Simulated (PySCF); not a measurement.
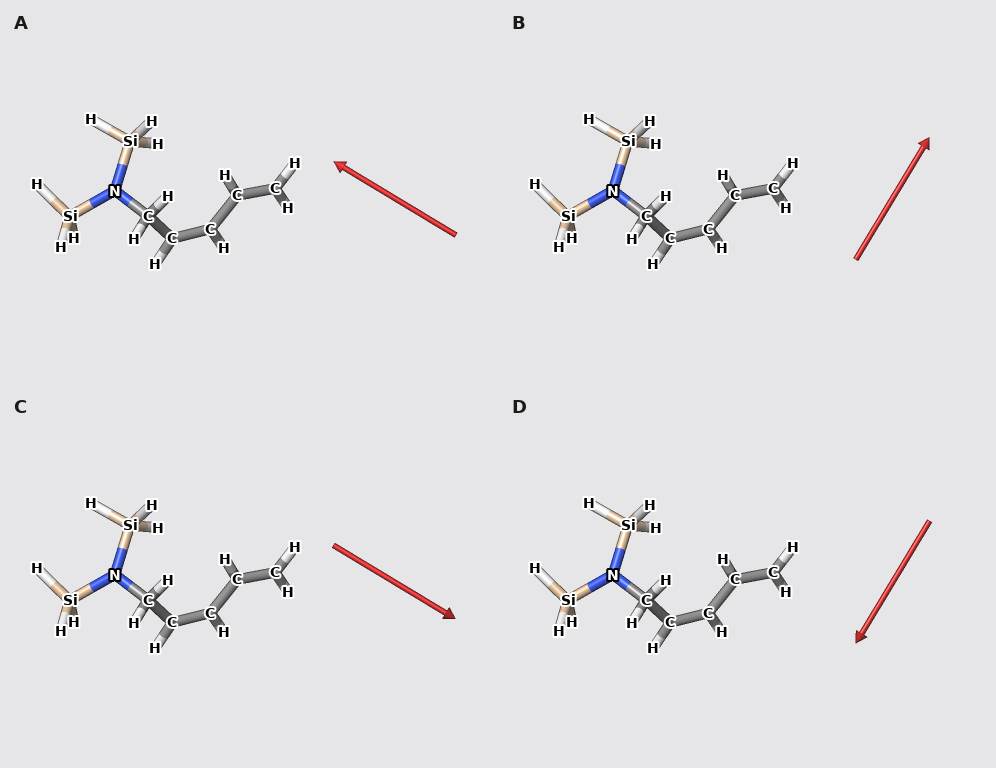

The same molecule four times, each with an arrow. Computed geometry: GFN2-xTB optimisation. No frequency run is at hand to confirm it as a minimum. Properties computed with PBE0/pcSseg-1, gas phase (PySCF 2.14.0).

### Which arrow points along the dipole moment, from the negative to the positive end?

C. The dipole moment is 0.50 D.

The geometry is semi-empirical. Around Si such bond lengths and angles can be off by a tenth of an ångström or more and by several degrees, and values that hang on the shape move with them.
